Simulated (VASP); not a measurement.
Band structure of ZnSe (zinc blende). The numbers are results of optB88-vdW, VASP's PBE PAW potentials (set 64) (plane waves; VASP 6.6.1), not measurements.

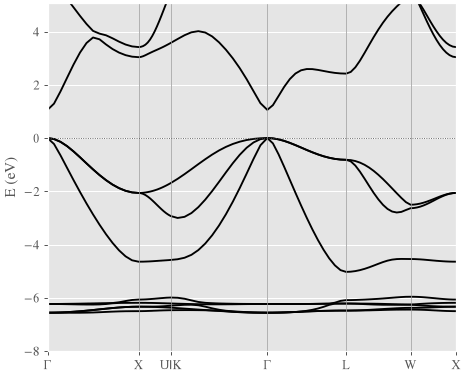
Figure. Bands along high-symmetry lines, zero at the valence-band maximum or, without a gap, the Fermi level

**Question.** Read the plot: is there a gap, and where are the band edges?

**Answer.** The gap is direct, 1.06 eV, from the valence maximum at Γ to the conduction minimum at Γ. (Edges off the drawn lines would not show.)

Measured: gap 2.87 eV (computed value off by -1.81 eV), as given by Wei Chen et al., Physical Review Materials (2018), doi:10.1103/physrevmaterials.2.073803 [zero-point renormalisation of 0.05 eV added back (the table's ZPR column)].

The compound is ZnSe in the zinc blende structure. It was relaxed first.
